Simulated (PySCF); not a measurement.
Run report: C$_{6}$H$_{16}$InN, geometry relaxation (part 2 of 2)

C$_{6}$H$_{16}$InN (InEt2(NMe2)), SMILES C[CH2][In]([CH2]C)[N](C)C; PBE0-D3(BJ)/def2-SVP geometry optimisation, gas phase (PySCF 2.14.0). It belongs to a series of runs on one base structure; here: one ligand: Et to NMe2.

Geometry of the input (Å):
```
In 0.3481  0.3074  -0.2060
C  2.5396  0.0735  -0.3147
C  3.0313  -0.2039  1.0611
H  3.0994  1.0048  -0.7251
H  2.7768  -0.7584  -1.0166
H  4.1616  -0.3415  1.0558
H  2.9163  0.6322  1.7599
H  2.6715  -1.0732  1.4910
C  -0.9110  2.3223  0.2071
C  -1.7401  2.7351  -1.0219
H  -0.2119  3.0715  0.4501
H  -1.5317  2.1167  1.0308
H  -2.3857  3.6774  -0.8497
H  -1.1410  2.9656  -1.8870
H  -2.4529  1.9312  -1.3403
N  -0.7792  -1.3277  0.2816
C  -2.2100  -1.3402  0.1524
C  -0.2429  -2.6393  -0.0494
H  -2.5805  -1.7417  -0.8187
H  -2.6649  -0.3419  0.3518
H  -2.6969  -2.0383  0.8885
H  0.8977  -2.6457  -0.0875
H  -0.4957  -3.3672  0.6173
H  -0.5555  -3.0192  -1.0704
```

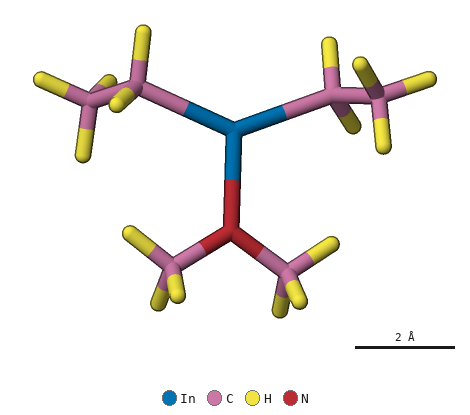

**Figure 1.** The geometry at step 11 of the log (stick view, seen on its broad side).

## Trajectory as extended XYZ, continued
```
24
Properties=species:S:1:pos:R:3:forces:R:3 step=8 energy=-13131.38293
In    0.3304    0.5333    0.0155   -0.0216   0.0218  -0.0040
C     2.4632    0.1601   -0.1986    0.0026  -0.0264  -0.0281
C     3.1362   -0.3584    1.0679    0.0248   0.0076   0.0205
H     2.9456    1.0854   -0.5503   -0.0054   0.0122   0.0118
H     2.5638   -0.5722   -1.0171    0.0045   0.0034   0.0022
H     4.2096   -0.5625    0.9081   -0.0061  -0.0043  -0.0106
H     3.0739    0.3648    1.8974   -0.0135  -0.0087   0.0021
H     2.6829   -1.2975    1.4245   -0.0054   0.0074   0.0023
C    -0.9416    2.2932    0.1852    0.0310  -0.0385  -0.0170
C    -1.7674    2.5558   -1.0701   -0.0141   0.0138  -0.0082
H    -0.3039    3.1577    0.4268   -0.0162   0.0101   0.0098
H    -1.5978    2.1284    1.0557    0.0073   0.0135   0.0067
H    -2.4212    3.4382   -0.9550    0.0007   0.0013   0.0059
H    -1.1347    2.7439   -1.9528   -0.0003  -0.0028   0.0056
H    -2.4213    1.7051   -1.3209    0.0023  -0.0026  -0.0024
N    -0.7650   -1.2056    0.0123    0.0315  -0.0178   0.0196
C    -2.1894   -1.2460    0.1679   -0.0013  -0.0039  -0.0043
C    -0.1800   -2.5041   -0.1583   -0.0087   0.0316  -0.0295
H    -2.7055   -1.6674   -0.7224   -0.0002  -0.0009   0.0001
H    -2.6001   -0.2375    0.3350   -0.0051   0.0017  -0.0058
H    -2.5021   -1.8729    1.0311    0.0003   0.0046   0.0028
H     0.9167   -2.4391   -0.2412    0.0030   0.0002  -0.0011
H    -0.4050   -3.1826    0.6921    0.0043  -0.0160   0.0143
H    -0.5448   -3.0206   -1.0729   -0.0141  -0.0074   0.0074
24
Properties=species:S:1:pos:R:3:forces:R:3 step=9 energy=-13131.38417
In    0.3338    0.5352    0.0118   -0.0274   0.0037  -0.0028
C     2.4671    0.1648   -0.2007    0.0045  -0.0194  -0.0001
C     3.1330   -0.3639    1.0664   -0.0185  -0.0030   0.0057
H     2.9485    1.0953   -0.5399    0.0013   0.0069   0.0063
H     2.5741   -0.5600   -1.0248    0.0030   0.0042  -0.0022
H     4.2069   -0.5669    0.9110    0.0036  -0.0023  -0.0022
H     3.0622    0.3512    1.9021    0.0014  -0.0017  -0.0014
H     2.6756   -1.3055    1.4118    0.0079   0.0085  -0.0036
C    -0.9397    2.2927    0.1858    0.0267  -0.0109  -0.0266
C    -1.7713    2.5525   -1.0668   -0.0063   0.0081   0.0004
H    -0.3031    3.1598    0.4215   -0.0119   0.0008   0.0099
H    -1.5912    2.1311    1.0603    0.0034   0.0049   0.0037
H    -2.4250    3.4347   -0.9504   -0.0012   0.0018   0.0045
H    -1.1414    2.7395   -1.9518   -0.0027  -0.0006   0.0044
H    -2.4251    1.7009   -1.3144    0.0007  -0.0026  -0.0008
N    -0.7622   -1.2041    0.0093    0.0269  -0.0051   0.0057
C    -2.1860   -1.2436    0.1714    0.0015   0.0043  -0.0023
C    -0.1798   -2.5032   -0.1630   -0.0178   0.0039   0.0118
H    -2.7036   -1.6801   -0.7107   -0.0008  -0.0031   0.0017
H    -2.5978   -0.2330    0.3217   -0.0023   0.0013   0.0012
H    -2.4958   -1.8558    1.0460   -0.0017  -0.0012   0.0010
H     0.9145   -2.4378   -0.2715    0.0047  -0.0026  -0.0043
H    -0.3841   -3.1766    0.6983    0.0077   0.0066  -0.0089
H    -0.5672   -3.0276   -1.0635   -0.0026  -0.0024  -0.0009
24
Properties=species:S:1:pos:R:3:forces:R:3 step=10 energy=-13131.38499
In    0.3355    0.5366    0.0039   -0.0113  -0.0002  -0.0024
C     2.4697    0.1670   -0.2031    0.0028  -0.0053   0.0150
C     3.1261   -0.3710    1.0653   -0.0294  -0.0079  -0.0060
H     2.9517    1.1016   -0.5299    0.0047  -0.0003   0.0020
H     2.5838   -0.5509   -1.0321    0.0013   0.0045  -0.0054
H     4.2010   -0.5730    0.9162    0.0063   0.0004   0.0031
H     3.0476    0.3372    1.9061    0.0082   0.0028  -0.0022
H     2.6659   -1.3150    1.4000    0.0090   0.0038  -0.0046
C    -0.9372    2.2931    0.1819    0.0090   0.0101  -0.0198
C    -1.7759    2.5551   -1.0658    0.0001   0.0016   0.0058
H    -0.3019    3.1616    0.4163   -0.0024  -0.0040   0.0042
H    -1.5844    2.1320    1.0598    0.0009  -0.0035   0.0020
H    -2.4293    3.4366   -0.9432   -0.0018   0.0005   0.0018
H    -1.1505    2.7446   -1.9533   -0.0025   0.0013   0.0014
H    -2.4300    1.7034   -1.3123    0.0000  -0.0011   0.0007
N    -0.7581   -1.2035    0.0078    0.0055  -0.0010  -0.0038
C    -2.1809   -1.2433    0.1795    0.0010   0.0044   0.0008
C    -0.1775   -2.5026   -0.1685   -0.0103  -0.0143   0.0259
H    -2.7028   -1.6891   -0.6954   -0.0007  -0.0024   0.0018
H    -2.5935   -0.2318    0.3222    0.0008   0.0002   0.0035
H    -2.4849   -1.8473    1.0619   -0.0016  -0.0029  -0.0001
H     0.9143   -2.4367   -0.2997    0.0020  -0.0019  -0.0047
H    -0.3629   -3.1726    0.7002    0.0049   0.0138  -0.0150
H    -0.5836   -3.0323   -1.0577    0.0037   0.0013  -0.0041
24
Properties=species:S:1:pos:R:3:forces:R:3 step=11 energy=-13131.38555
In    0.3362    0.5385   -0.0043    0.0001  -0.0059  -0.0023
C     2.4713    0.1691   -0.2052   -0.0003   0.0040   0.0152
C     3.1187   -0.3800    1.0630   -0.0175  -0.0081  -0.0092
H     2.9556    1.1069   -0.5197    0.0043  -0.0032   0.0000
H     2.5913   -0.5409   -1.0400   -0.0001   0.0039  -0.0058
H     4.1946   -0.5813    0.9194    0.0037   0.0016   0.0035
H     3.0351    0.3209    1.9092    0.0067   0.0032  -0.0013
H     2.6562   -1.3267    1.3863    0.0039  -0.0008  -0.0023
C    -0.9347    2.2953    0.1771   -0.0061   0.0155  -0.0082
C    -1.7806    2.5604   -1.0650    0.0020  -0.0022   0.0066
H    -0.2996    3.1639    0.4114    0.0047  -0.0044  -0.0016
H    -1.5779    2.1332    1.0579    0.0001  -0.0066   0.0011
H    -2.4341    3.4409   -0.9356   -0.0013  -0.0008   0.0001
H    -1.1606    2.7531   -1.9555   -0.0010   0.0019  -0.0004
H    -2.4354    1.7087   -1.3103   -0.0002   0.0004   0.0011
N    -0.7546   -1.2032    0.0059   -0.0061   0.0052  -0.0065
C    -2.1763   -1.2444    0.1880    0.0015   0.0020   0.0034
C    -0.1743   -2.5019   -0.1726    0.0009  -0.0140   0.0185
H    -2.7033   -1.6963   -0.6806   -0.0006  -0.0001   0.0006
H    -2.5898   -0.2329    0.3280    0.0015  -0.0003   0.0030
H    -2.4733   -1.8441    1.0758   -0.0003  -0.0023  -0.0006
H     0.9154   -2.4348   -0.3207   -0.0004  -0.0004  -0.0024
H    -0.3450   -3.1686    0.7013    0.0001   0.0091  -0.0089
H    -0.5926   -3.0360   -1.0535    0.0045   0.0024  -0.0037
24
Properties=species:S:1:pos:R:3:forces:R:3 step=12 energy=-13131.38608
In    0.3373    0.5429   -0.0124    0.0102  -0.0027  -0.0024
C     2.4728    0.1719   -0.2075   -0.0018   0.0101   0.0071
C     3.1101   -0.3954    1.0575    0.0016  -0.0054  -0.0067
H     2.9615    1.1126   -0.5061    0.0030  -0.0034   0.0005
H     2.5972   -0.5270   -1.0511   -0.0016   0.0028  -0.0048
H     4.1868   -0.5970    0.9187   -0.0003   0.0014   0.0010
H     3.0235    0.2951    1.9121    0.0015   0.0012   0.0000
H     2.6442   -1.3452    1.3656   -0.0022  -0.0035   0.0005
C    -0.9333    2.2993    0.1725   -0.0138   0.0116   0.0040
C    -1.7881    2.5657   -1.0629    0.0022  -0.0040   0.0041
H    -0.2979    3.1680    0.4054    0.0072  -0.0022  -0.0061
H    -1.5711    2.1352    1.0570    0.0009  -0.0056   0.0004
H    -2.4425    3.4445   -0.9265   -0.0006  -0.0010  -0.0007
H    -1.1749    2.7618   -1.9574    0.0005   0.0016  -0.0010
H    -2.4428    1.7132   -1.3055   -0.0001   0.0012   0.0008
N    -0.7505   -1.2004    0.0027   -0.0142   0.0031  -0.0035
C    -2.1705   -1.2442    0.1966    0.0009  -0.0021   0.0043
C    -0.1686   -2.4984   -0.1754    0.0086  -0.0060   0.0020
H    -2.7033   -1.7018   -0.6654   -0.0007   0.0023  -0.0007
H    -2.5854   -0.2330    0.3353    0.0013  -0.0008   0.0015
H    -2.4590   -1.8404    1.0895    0.0009  -0.0009  -0.0010
H     0.9190   -2.4291   -0.3377   -0.0022   0.0010   0.0010
H    -0.3265   -3.1607    0.7037   -0.0040  -0.0004   0.0009
H    -0.5956   -3.0379   -1.0488    0.0029   0.0017  -0.0015
24
Properties=species:S:1:pos:R:3:forces:R:3 step=13 energy=-13131.38648
In    0.3389    0.5495   -0.0201    0.0112  -0.0038  -0.0012
C     2.4748    0.1772   -0.2103   -0.0025   0.0100  -0.0046
C     3.1013   -0.4169    1.0475    0.0180  -0.0019  -0.0012
H     2.9691    1.1215   -0.4875   -0.0003  -0.0014   0.0026
H     2.6028   -0.5052   -1.0668   -0.0022   0.0017  -0.0027
H     4.1784   -0.6194    0.9124   -0.0037   0.0002  -0.0023
H     3.0122    0.2576    1.9145   -0.0039  -0.0016   0.0008
H     2.6306   -1.3708    1.3341   -0.0063  -0.0038   0.0024
C    -0.9321    2.3052    0.1693   -0.0140   0.0010   0.0122
C    -1.7979    2.5707   -1.0584    0.0003  -0.0039  -0.0001
H    -0.2957    3.1742    0.3981    0.0060   0.0008  -0.0075
H    -1.5624    2.1391    1.0589    0.0013  -0.0007   0.0001
H    -2.4537    3.4473   -0.9152    0.0004  -0.0008  -0.0005
H    -1.1931    2.7696   -1.9579    0.0016   0.0008  -0.0005
H    -2.4522    1.7166   -1.2962    0.0000   0.0014   0.0002
N    -0.7462   -1.1957   -0.0013   -0.0107   0.0034   0.0031
C    -2.1644   -1.2430    0.2051    0.0008  -0.0035   0.0031
C    -0.1615   -2.4930   -0.1766    0.0106   0.0062  -0.0148
H    -2.7031   -1.7063   -0.6501   -0.0007   0.0038  -0.0018
H    -2.5812   -0.2326    0.3431    0.0002  -0.0006   0.0002
H    -2.4434   -1.8363    1.1031    0.0018   0.0002  -0.0010
H     0.9242   -2.4209   -0.3504   -0.0022   0.0013   0.0038
H    -0.3085   -3.1501    0.7077   -0.0059  -0.0090   0.0093
H    -0.5945   -3.0388   -1.0430    0.0002   0.0002   0.0006
```

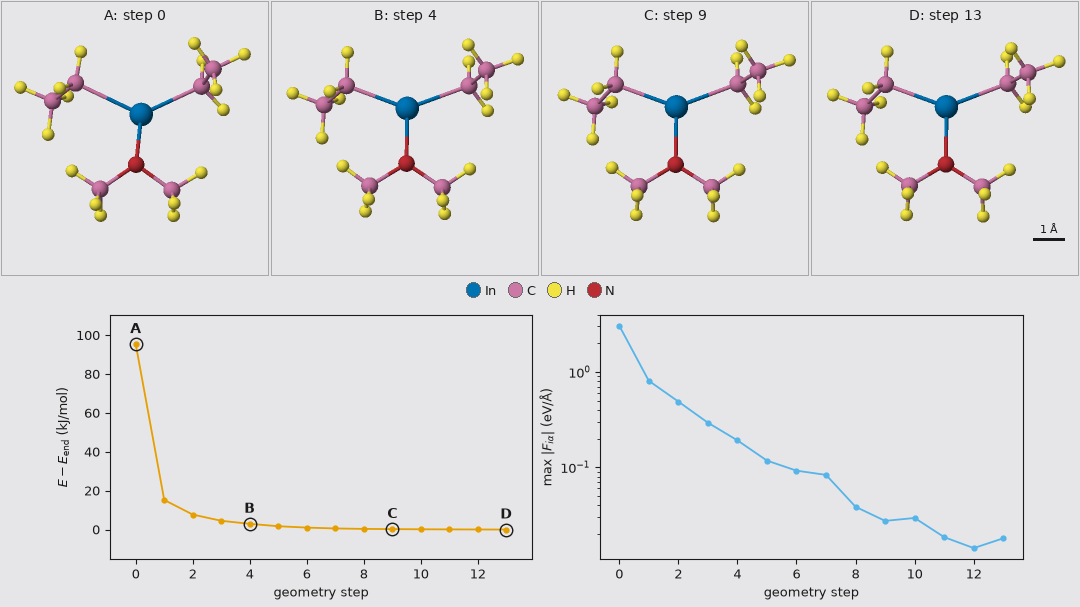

**Figure 2.** Frames of the relaxation (ball-and-stick view, seen at a tilt) above the curves, on which the letters mark them (steps are counted from 0).

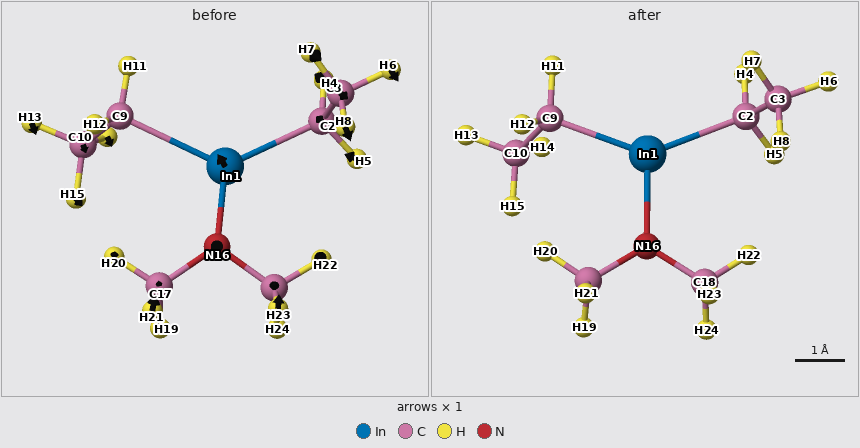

**Figure 3.** Before (left) and after (right) the relaxation, at one scale (ball-and-stick view, seen at a tilt). The black arrows give the displacements, at true length. The atom that moves furthest after the best rigid fit is H7 (0.42 Å). By element the largest moves are H 0.42 Å, N 0.32 Å, In 0.31 Å, C 0.22 Å. Among the contacts that change: In1–C9 2.412 → 2.176 Å, C18–H23 1.019 → 1.112 Å, C3–H8 1.034 → 1.102 Å, C10–H13 1.155 → 1.104 Å. Among the angles that change: C2–In1–C9 128.0° → 136.0°, C2–In1–N16 118.3° → 111.9°, In1–N16–C18 117.6° → 123.5°. Over 13 geometry steps the energy falls by 95.4 kJ/mol. The largest force component goes from 3.1 to 0.018 eV/Å. (Atoms are counted from 1 in the order of the input.)

## Results in brief

- outcome: converged
- total energy: −482.569556 hartree
- dipole moment: 0.90 D
- point group: C1
- hardware: 1 CPU thread, shared host
- wall time: 6 min
- peak memory: 0.97 GiB
